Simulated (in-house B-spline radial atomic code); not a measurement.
# RPA and GW calculation for Si⁷⁺

Si⁷⁺, configuration [He] 2s2 2p3. Computed at this level: RPA, second-order and SOSEX correlation energies and G0W0 (contour deformation) on a scalar-relativistic (spin-free one-electron X2C) mean field, all electrons, B-spline basis (in-house B-spline radial atomic code).

### Input file
```
Z = 14
electrons = 7.0
configuration = [He] 2s2 2p3
hamiltonian = x2c
method = lda,
lmax = 9
rms_radius = 3.1224
spin_polarised = True
box_radius = 8.41
intervals = 68
```

The run was one of a batch that the task file lists, launched with:
```bash
python <driver script> task.json out
```

The program writes its results to a structured record and prints no log; tables and figures of this report are taken from that record.

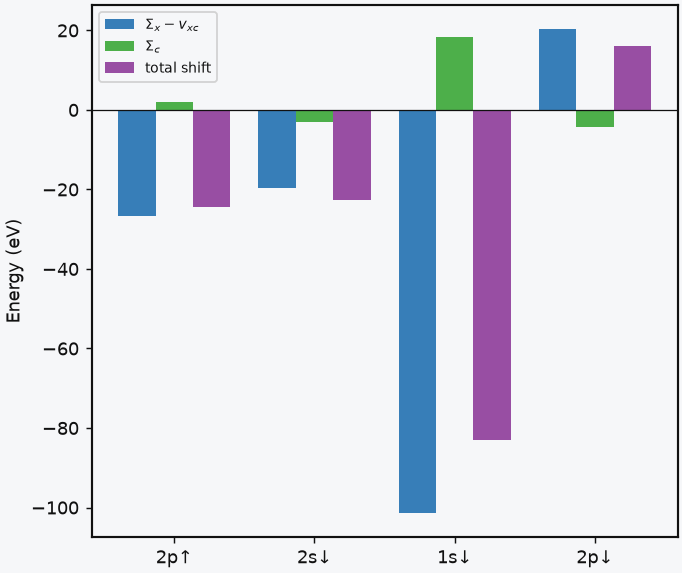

**Figure 1.** Parts of the G₀W₀ correction to each level for Si⁷⁺ ([He] 2s² 2p³). All-electron spherical atom, scalar X2C, LDA exchange-only start, no spin-orbit coupling, Breit or QED terms; computed with a B-spline radial code. The quasi-particle equation is solved at full frequency; levels of low quasi-particle weight Z are left out. Σ columns are in eV, and Σc holds an estimate for the angular momenta beyond the basis. G₀W₀ moves the highest occupied level, 2p↑, from −279.37 to −303.88 eV (renormalisation factor Z = 0.97). The empty level 2p↓ goes from −262.85 to −246.85 eV.

```tsv
Level	Mean field (eV)	Σx − vxc (eV)	Σc (eV)	Z	G₀W₀ (eV)
2p↑	−279.37	−26.60	2.08	0.97	−303.88
2s↓	−301.61	−19.54	−3.11	0.97	−324.26
1s↓	−1990.05	−101.31	18.25	0.91	−2073.11
2p↓	−262.85	20.26	−4.25	0.98	−246.85
```

### Key numbers

```
                                                                   quantity                      value
                                                                    outcome                  converged
                                                    mean-field total energy         −261.67487 hartree
                                     total energy with exact exchange alone         −263.22061 hartree
                                                      exact exchange energy          −15.65954 hartree
RPA correlation, extrapolated in the angular momentum of the empty orbitals           −0.39508 hartree
                                                 RPA correlation, as summed           −0.39373 hartree
                                                   direct second-order term           −0.44039 hartree
                                                 second-order exchange term            0.21665 hartree
                                                                 SOSEX term            0.19416 hartree
                                                                   hardware  1 CPU thread, shared host
                                                                  wall time                      1.3 s
```

### Remarks

To bear in mind: spin-orbit coupling, Breit and QED terms are absent.
